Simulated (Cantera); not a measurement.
A closed system holds: 1 mol H₂S, 0.3 mol H₂O, 16 mol N₂, at 120 bar.

Method: chemical equilibrium by Gibbs-energy minimisation in Cantera with the NASA 1993 tables (ideal gas, pure condensed phases). Candidate condensed phases: H₂O, H₂SO₄, S; 35 gas species. The ideal-gas law is rough above about 30 bar. Gases not in the tables: S₃ to S₇. Kinetics and transport are ignored.

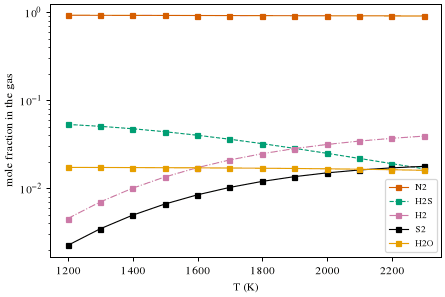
Fig. 1. Equilibrium gas composition (values under 1e-9 drawn at 1e-9)

From 1198 K to 2298 K nothing is condensed.
